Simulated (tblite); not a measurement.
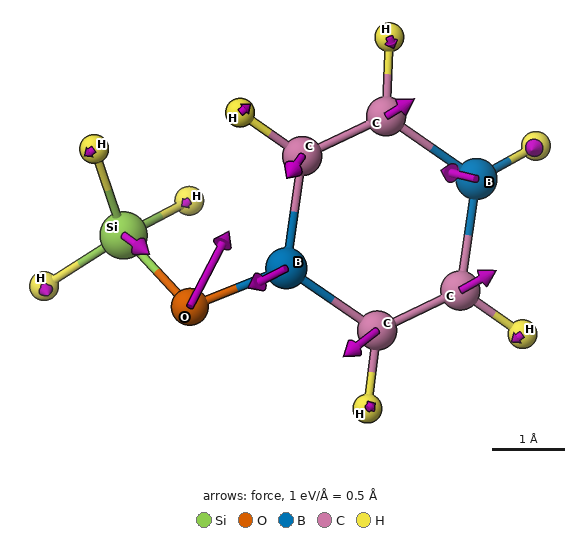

Starting geometry of C4H8B2OSi with the computed forces as purple arrows. The picture is a ball-and-stick view, seen face on.

Theory: GFN2-xTB geometry optimisation, gas phase in tblite 0.8.0. 

Q: What follows when this structure is relaxed?

A: It isn't relaxed: the largest force vector, on the O atom, is 2.75 eV/Å. The final displacements have little in common with the starting forces (cosine between the two patterns 0.24). Over 193 geometry steps the energy falls by 26.6 kcal/mol. An H atom moves most after the best rigid fit: 2.03 Å. By element the largest moves are H 2.03 Å, O 1.07 Å, B 0.86 Å, Si 0.56 Å, C 0.54 Å. Near-neighbour distances that change, for instance: B–Si 2.574 → 2.876 Å, B–O 1.446 → 1.326 Å, O–Si 1.722 → 1.610 Å, B–C 1.581 → 1.554 Å. Bond angles that change, for instance: Si–O–B 108.4° → 156.7°, O–Si–H 113.4° → 104.1°, H–Si–H 107.9° → 113.9°. Groups turn about O–Si by about 85°, B–O by about 50°. Cost: 2.4 s on 1 thread of Arm Neoverse N1, on a shared host.
